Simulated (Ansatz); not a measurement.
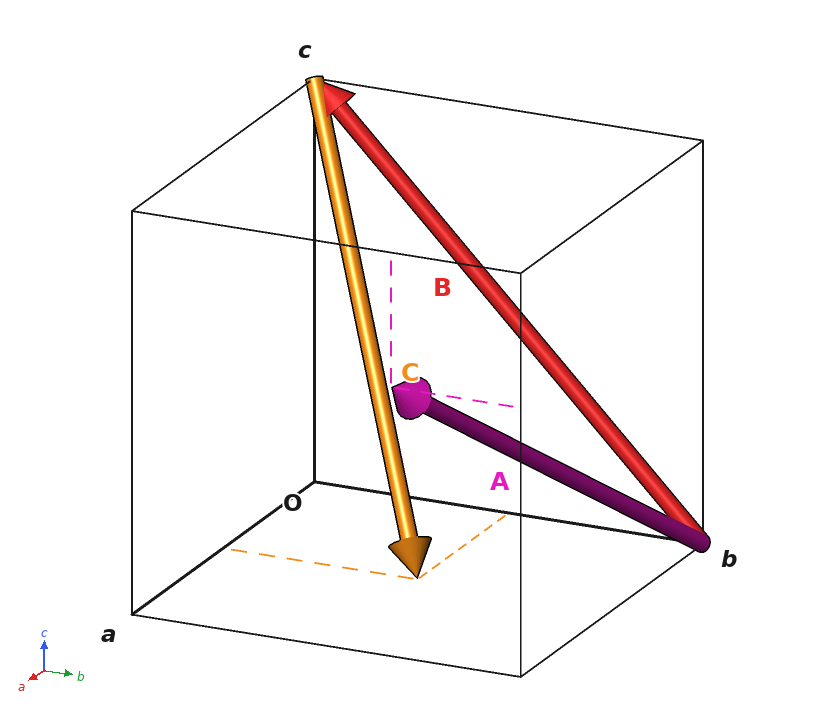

Crystal: Mg₃C, the end point of a relaxation with DFT PBE, scalar-relativistic, plane waves, PAW in Ansatz; the starting structure was generated, so it need not be a known form of this composition. Each arrow starts at a corner of the unit cell and ends on its surface; where a tip isn't a corner, dashed lines run from it parallel to the axes. The drawing is computed from the coordinates (standard cell, symmetry found to 0.002 Å).

a = 3.937 Å, b = 3.937 Å, c = 3.937 Å, α = 90.00°, β = 90.00°, γ = 90.00°.

Index the directions.

Arrow A runs from (0, 1, 0) to (1, 2/3, 2/3), so [3 −1 2]; Arrow B runs from (0, 1, 0) to (0, 0, 1), so [0 −1 1]; Arrow C runs from (0, 0, 1) to (1/2, 1/2, 0), so [1 1 −2].

How long is the vector ua + vb + wc in each case, and what angles do the directions make?

A 14.730 Å; B 5.567 Å; C 9.643 Å. A–B: 55.5°. A–C: 102.6°. B–C: 150.0°.

In Pm-3m, No. 221, how many directions are equivalent to A (Laue class m-3m, both senses counted)?

48.
